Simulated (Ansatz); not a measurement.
# AlSiH₂ (quartet): one geometry, many settings at distance Si1–Al2 = 3.287 Å

Aim: run AlSiH₂ (quartet) at one geometry under a spread of methods and options, and see what each costs and gives.

The runs use Ansatz 0.2.0, Gaussian basis; the settings change from run to run.

36 further runs of the same task are left out: 14 for a known fault of the program, 14 that didn't finish, 8 set aside as unsound or not needed.

## (1) The geometry

The geometry derives from a PBE0/def2-TZVP stationary point (not a proven minimum). One bond is set to the value named and the two fragments are kept rigid.

4 atoms, charge 0, spin multiplicity 4.

Atoms are counted from 1 here; the program's logs count them from 0.

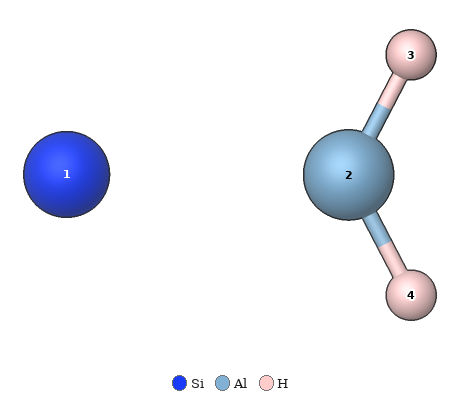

The geometry (silicon blue, aluminium light blue, hydrogen pink); atoms are numbered from 1 in the order of the file.

## (2) CCSD/cc-pVDZ

Contents of in.yaml:

```yaml
crystal:
  periodic: [false, false, false]
  atoms:
    - {symbol: Si, position_ang: [0.000000, 0.000000, 1.695488]}
    - {symbol: Al, position_ang: [0.000000, 0.000000, -1.591512]}
    - {symbol: H, position_ang: [0.000000, 1.405470, -2.320162]}
    - {symbol: H, position_ang: [0.000000, -1.405470, -2.320162]}
basis:
  gaussian: {orbitals: cc-pVDZ}
magnetization: {spin_polarized: true, initial_magnetization: 3}
hamiltonian: {xc: {name: PBE0}}
correlation: {method: ccsd, electrons: all, diis_vectors: 12}
scf: {lower_state_search: light}
```

On the command line:

```
$ ansatz run in.yaml --threads 1 --pin off --events-out ev --progress --plain --max-ram 2393MiB
```

The log of the run:

```text
Functional definition: PBE0
  name "PBE0"
  cite "Adamo & Barone, J. Chem. Phys. 110, 6158 (1999) doi:10.1063/1.478522"
  cite "Perdew, Burke & Ernzerhof, Phys. Rev. Lett. 77, 3865 (1996) doi:10.1103/PhysRevLett.77.3865"
  parent pbe
  parameter a = 0.25
  parameter kappa = 0.804
  parameter beta = 0.06672455060314922
  exchange = (1 - a)*pbe_x(kappa = kappa, mu = beta*pi^2/3) + a*exact_x
  correlation = pbe_c(beta = beta)
451 factors; integrals over basis functions are off by at most 1.0e-3 eV
mean field evaluation 1: about -14495.6059 eV, gradient 6.5e0 eV
mean field evaluation 2: about -14495.6335 eV, gradient 6.5e0 eV
mean field evaluation 4: about -14496.0201 eV, gradient 1.6e0 eV
mean field evaluation 8: about -14496.0606 eV, gradient 6.7e-2 eV
mean field evaluation 16: about -14496.0608 eV, gradient 8.1e-4 eV
mean field -14496.06083328 eV, -532.7204098402 hartree, gradient 3.8e-6 eV, S^2 3.752745; 2 other end points of the search recorded, 0 dependent functions left out
reference -14473.27696325 eV, -531.8831180601 hartree; 16, 13 occupied and 30, 33 virtual orbitals, 451 factors
second order -3.53801310 eV of doubles, -0.21529887 eV of singles
cycle   1  -4.35183182 eV  change   -6.0e-1 eV  update   6.9e-2
cycle   2  -4.57205292 eV  change   -2.2e-1 eV  update   2.4e-2
cycle   3  -4.59918024 eV  change   -2.7e-2 eV  update   7.8e-3
cycle   4  -4.60064888 eV  change   -1.5e-3 eV  update   3.3e-3
cycle   5  -4.60123229 eV  change   -5.8e-4 eV  update   1.3e-3
cycle   6  -4.60097756 eV  change    2.5e-4 eV  update   6.4e-4
cycle   7  -4.60113013 eV  change   -1.5e-4 eV  update   3.7e-4
cycle   8  -4.60131660 eV  change   -1.9e-4 eV  update   1.6e-4
cycle   9  -4.60128977 eV  change    2.7e-5 eV  update   6.8e-5
cycle  10  -4.60127035 eV  change    1.9e-5 eV  update   2.4e-5
Total energy: -14477.87823360 eV, -532.0522116264 hartree
```

It took 1.8 s on 1 thread of Intel Xeon 6975P-C, shared host.

From the report: ⟨S²⟩ of the determinant 3.753 (pure quartet: 3.75); correlation -4.6013 eV; T1 0.014; largest double amplitude 0.07. The orbitals are Kohn-Sham ones, so correlation energy and T1 don't compare with those on Hartree-Fock orbitals.

## (3) BCCD on UHF/cc-pVDZ

Changes to in.yaml since step 2:

```diff
@@ -8,6 +8,5 @@
 basis:
-  gaussian: {orbitals: cc-pVDZ}
+  gaussian: {orbitals: cc-pVDZ, point_charges: [{charge: 1.00, position_ang: [4.640, -0.804, -0.038]}]}
 magnetization: {spin_polarized: true, initial_magnetization: 3}
-hamiltonian: {xc: {name: PBE0}}
-correlation: {method: ccsd, electrons: all, diis_vectors: 12}
+correlation: {method: bccd, electrons: outside_noble_gas}
 scf: {lower_state_search: light}
```

Same command.

The log of the run, shortened:

```text
Functional definition: HF
  name "HF"
  cite "Fock, Z. Phys. 61, 126 (1930) doi:10.1007/BF01340294"
  parent pbe
[...]
451 factors; integrals over basis functions are off by at most 1.0e-3 eV
[...]
mean field -14473.61603158 eV, -531.8955785912 hartree, gradient 2.9e-6 eV, S^2 3.767390; 3 other end points of the search recorded, 0 dependent functions left out
determinant -14473.61603158 eV, -531.8955785912 hartree, with singles and doubles -14477.63154379 eV, -532.0431459430 hartree
determinant -14472.21324480 eV, -531.8440271279 hartree, with singles and doubles -14476.17851837 eV, -531.9897482440 hartree
10 core orbitals not correlated: weight in the atoms' cores, before any rotation towards them, 1.000 or more for the frozen orbitals, at most 0.000 for the correlated occupied ones
reference -14473.61603158 eV, -531.8955785912 hartree; 6, 3 occupied and 30, 33 virtual orbitals, 451 factors
second order -2.98943034 eV of doubles, -0.00000000 eV of singles
cycle   1  -4.01328668 eV  change    2.2e-3 eV  update   7.4e-3
[...]
cycle  12  -4.00871147 eV  change   -4.7e-6 eV  update   5.3e-6
Total energy: -14477.62474305 eV, -532.0428960205 hartree
```

Run time: 1.2 s. Hardware: 1 thread of Intel Xeon 6975P-C, shared host.

From the report: ⟨S²⟩ of the determinant 3.767 (pure quartet: 3.75); correlation -4.0087 eV; largest double amplitude 0.07.

## (4) CASSCF(9,6)/STO-3G

Contents of in.yaml:

```yaml
crystal:
  periodic: [false, false, false]
  atoms:
    - {symbol: Si, position_ang: [0.000000, 0.000000, 1.695488]}
    - {symbol: Al, position_ang: [0.000000, 0.000000, -1.591512]}
    - {symbol: H, position_ang: [0.000000, 1.405470, -2.320162]}
    - {symbol: H, position_ang: [0.000000, -1.405470, -2.320162]}
basis:
  gaussian: {orbitals: STO-3G}
magnetization: {spin_polarized: false, initial_magnetization: 3}
correlation: {active_space: {window: {electrons: 9, orbitals: 6}}}
```

The command is unchanged.

The log of the run:

```text
Functional definition: HF
  name "HF"
  cite "Fock, Z. Phys. 61, 126 (1930) doi:10.1007/BF01340294"
  parent pbe
  exchange = exact_x
  correlation = 0
207 factors; integrals over basis functions are off by at most 6.7e-5 eV
mean field evaluation 1: about -14299.0917 eV, gradient 1.2e1 eV
mean field evaluation 2: about -14299.0943 eV, gradient 1.2e1 eV
mean field evaluation 4: about -14300.8196 eV, gradient 1.2e0 eV
mean field evaluation 8: about -14300.8630 eV, gradient 1.0e-2 eV
mean field evaluation 16: about -14300.1533 eV, gradient 6.9e-3 eV
mean field evaluation 32: about -14300.1300 eV, gradient 5.4e-2 eV
mean field evaluation 64: about -14300.1278 eV, gradient 1.5e-6 eV
mean field -14300.86304285 eV, -525.5470233517 hartree, gradient 1.7e-6 eV, S^2 3.750000; 11 other end points of the search recorded, 0 dependent functions left out
reference -14300.86304285 eV, -525.5470233517 hartree; 16, 13 occupied and 4, 7 virtual orbitals, 207 factors
state -14300.86926030 eV, -525.5472518387 hartree
Total energy: -14300.86926030 eV, -525.5472518387 hartree
```

Run time: 0.57 s. Hardware: 1 thread of Intel Xeon 6975P-C, shared host.

From the report: 20 determinants; active occupations 2.00, 2.00, 2.00, 1.00, 1.00, 1.00.

## (5) BCCD(T) on UHF/STO-3G

Changes to in.yaml since step 4:

```diff
@@ -9,3 +9,5 @@
   gaussian: {orbitals: STO-3G}
-magnetization: {spin_polarized: false, initial_magnetization: 3}
-correlation: {active_space: {window: {electrons: 9, orbitals: 6}}}
+magnetization: {spin_polarized: true, initial_magnetization: 3}
+hamiltonian: {pseudopotentials: {relativity: none}}
+correlation: {method: bccd_t, electrons: all}
+scf: {lower_state_search: off}
```

Same command.

The log of the run, shortened:

```text
Functional definition: HF
  name "HF"
  cite "Fock, Z. Phys. 61, 126 (1930) doi:10.1007/BF01340294"
  parent pbe
[...]
207 factors; integrals over basis functions are off by at most 6.7e-5 eV
[...]
mean field -14300.90034552 eV, -525.5483941994 hartree, gradient 2.0e-6 eV, S^2 3.760851; 0 other end points of the search recorded, 0 dependent functions left out
reference -14300.90034552 eV, -525.5483941994 hartree; 16, 13 occupied and 4, 7 virtual orbitals, 207 factors
second order -1.10866602 eV of doubles, -0.00000000 eV of singles
cycle   1  -1.42303739 eV  change   -3.1e-1 eV  update   5.7e-2
[...]
cycle  12  -1.66590479 eV  change   -1.5e-5 eV  update   2.2e-5
perturbative correction -0.02307109 eV, -0.0008478470 hartree
Total energy: -14302.58932140 eV, -525.6104629183 hartree
Checks for a lower state left out: stability, starts, cluster_reference, orbital_swaps, neighbouring_geometries, increment
```

Wall time 0.36 s (1 thread of Intel Xeon 6975P-C, shared host).

From the report: ⟨S²⟩ of the determinant 3.761 (pure quartet: 3.75); correlation -1.6890 eV; largest double amplitude 0.09.

## (6) CASSCF(3,8)/cc-pVDZ

Contents of in.yaml:

```yaml
crystal:
  periodic: [false, false, false]
  atoms:
    - {symbol: Si, position_ang: [0.000000, 0.000000, 1.695488]}
    - {symbol: Al, position_ang: [0.000000, 0.000000, -1.591512]}
    - {symbol: H, position_ang: [0.000000, 1.405470, -2.320162]}
    - {symbol: H, position_ang: [0.000000, -1.405470, -2.320162]}
basis:
  gaussian: {orbitals: cc-pVDZ}
magnetization: {spin_polarized: false, initial_magnetization: 3}
correlation: {active_space: {window: {electrons: 3, orbitals: 8}}}
```

Same command.

The log of the run:

```text
Functional definition: HF
  name "HF"
  cite "Fock, Z. Phys. 61, 126 (1930) doi:10.1007/BF01340294"
  parent pbe
  exchange = exact_x
  correlation = 0
451 factors; integrals over basis functions are off by at most 1.0e-3 eV
mean field evaluation 1: about -14472.6465 eV, gradient 8.2e0 eV
mean field evaluation 2: about -14472.6487 eV, gradient 8.2e0 eV
mean field evaluation 4: about -14473.5213 eV, gradient 6.3e-1 eV
mean field evaluation 8: about -14473.5346 eV, gradient 1.5e-2 eV
mean field evaluation 16: about -14472.5517 eV, gradient 3.7e0 eV
mean field -14473.53463202 eV, -531.8925872127 hartree, gradient 1.6e-6 eV, S^2 3.750000; 2 other end points of the search recorded, 0 dependent functions left out
reference -14473.53463202 eV, -531.8925872127 hartree; 16, 13 occupied and 30, 33 virtual orbitals, 451 factors
state -14473.87209634 eV, -531.9049887977 hartree
Total energy: -14473.87209634 eV, -531.9049887977 hartree
```

It took 1.1 s on 1 thread of Intel Xeon 6975P-C, shared host.

From the report: 56 determinants; active occupations 0.99, 0.99, 0.99, 0.01, 0.01, 0.01, 0.00, 0.00.

## (7) The runs in one table

Where basis and cores are those of an earlier UCCSDT(Q)/cc-pVDZ run (-14477.7611 eV), and the state is the same kind, the miss against it is given.

```
                                      level         correlated  functions  energy (eV)  from UCCSDT(Q) (meV)    time
            CCSD/cc-pVDZ (on PBE0 orbitals)                all         46  -14477.8782                         1.8 s
BCCD on UHF/cc-pVDZ (beside a point charge)  outside noble gas         46  -14477.6247                         1.2 s
                         CASSCF(9,6)/STO-3G                            20  -14300.8693                        0.57 s
                      BCCD(T) on UHF/STO-3G                all         20  -14302.5893                        0.36 s
                        CASSCF(3,8)/cc-pVDZ                            46  -14473.8721                3889.0   1.1 s
```

## (8) Summary of results

| quantity | value |
| --- | --- |
| runs | 5 |
| quickest | BCCD(T) on UHF/STO-3G, 0.36 s |
| slowest | CCSD/cc-pVDZ (on PBE0 orbitals), 1.8 s |

In words: Total energies in different bases, with other cores or another treatment of relativity can't be set against each other. CCSD/cc-pVDZ (on PBE0 orbitals) took 5 times as long as BCCD(T) on UHF/STO-3G; the jobs differ in more than the method. Hartree-Fock, CASSCF and CASCI lack dynamic correlation by design.
